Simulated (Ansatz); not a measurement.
The starting structures come from a database of crystals and need not be the phases stable at ambient conditions.

 Where the default PAW files enter, the runs use the earlier of Ansatz's two default sets.

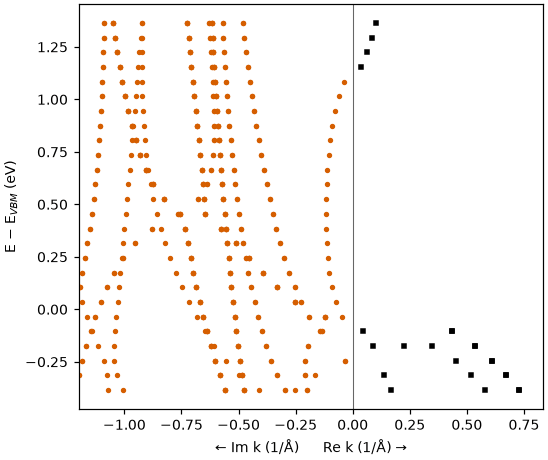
*Complex bands at the centre of the two-dimensional zone; r2SCAN in Ansatz (a quantum-chemistry and plane-wave program)*

The gap is the functional's own. No spin-orbit coupling. Mid-gap values are interpolated on the energy grid.

### Question
This is SnO2 (Pa-3, not sure to be the ambient phase, 12 atoms a cell, 11.6 Å³ an atom, -9 GPa at this level) along the normal of (111). Read off the slowest decay at the centre of the two-dimensional zone at 0.59 eV, the computed energy nearest the middle of the gap.

### Answer
κ ≈ 0.11 1/Å, a decay length 1/(2κ) of the density of 4.4 Å.
